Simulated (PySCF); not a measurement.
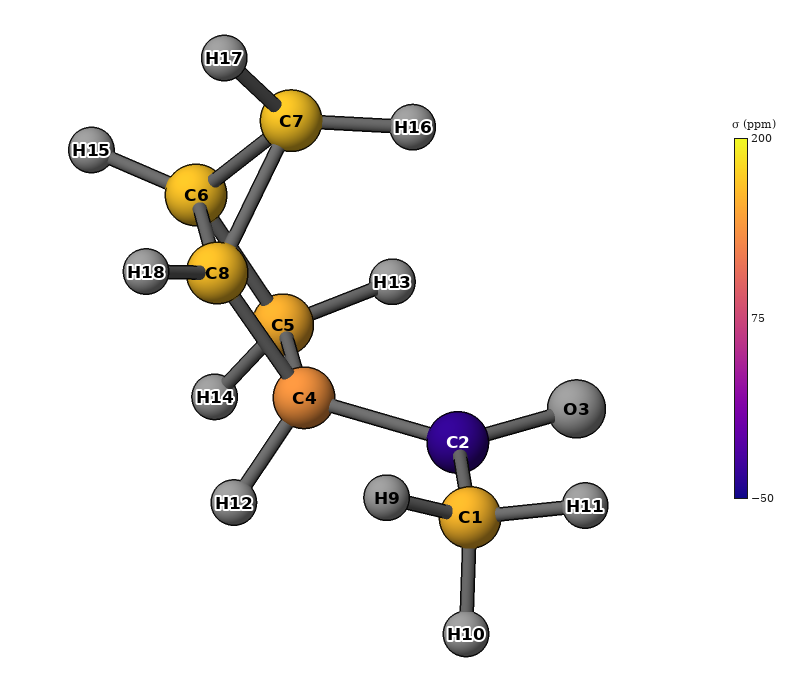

Atoms are coloured by their isotropic NMR shieldings (C only, the others grey). Geometry: a frame of a GFN2-xTB molecular-dynamics simulation, not a minimum. Properties computed with GIAO PBE0/pcSseg-1 NMR shielding, non-relativistic, gas phase (PySCF 2.14.0).

Give the isotropic NMR shieldings of the C atoms atom by atom.

| atom | σ (ppm) |
| --- | --- |
| C1 | 162.0 |
| C2 | −31.7 |
| C4 | 138.5 |
| C5 | 157.7 |
| C6 | 169.0 |
| C7 | 171.6 |
| C8 | 166.9 |
